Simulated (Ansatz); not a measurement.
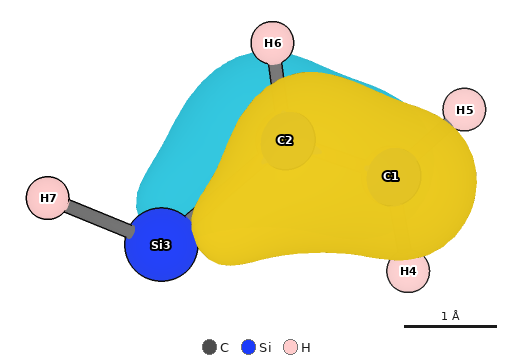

*C$_{2}$H$_{4}$Si (SMILES [CH2]C=[SiH+]) (charge +1, doublet). The HOMO (β) at ±0.15 Å⁻³ᐟ² (yellow and cyan are the two phases), seen at a tilt.*

Geometry: r2SCAN-D4/def2-SVP.

Computed with isolated molecule in a Gaussian basis; Kohn-Sham density functional theory, functional PBE0 in Ansatz.

Input file:

```
crystal:
  periodic: [false, false, false]
  atoms:
    - {symbol: C, position_ang: [-1.410606, 0.698359, -0.839141]}
    - {symbol: C, position_ang: [-0.785422, 0.603098, 0.365337]}
    - {symbol: Si, position_ang: [-1.044698, -0.781526, 1.495283]}
    - {symbol: H, position_ang: [-2.113891, -0.059071, -1.205386]}
    - {symbol: H, position_ang: [-1.228403, 1.555251, -1.499627]}
    - {symbol: H, position_ang: [-0.085968, 1.392059, 0.688799]}
    - {symbol: H, position_ang: [-0.322060, -0.817688, 2.804831]}
basis:
  gaussian:
    orbitals: def2-TZVPD
total_charge: 1
magnetization:
  spin_polarized: true
  initial_magnetization: 1
hamiltonian:
  xc: {name: PBE0}
output: {forces: true, orbitals: {seedname: orbitals}}
```

Command:

```sh
ansatz run input.yaml --threads 1 --pin off --max-ram 2610MiB --events-out events.jsonl --progress --plain --runs-dir runs
```

**Where does this orbital lie, and at what energy?**

Its weight (Hirshfeld) is mainly on C2 (about 45 %), C1 (about 35 %) and Si3 (about 15 %); it changes sign across the molecular plane (π type); π-bonding across C1–C2 and C2–Si3. Its energy is −14.44 eV.
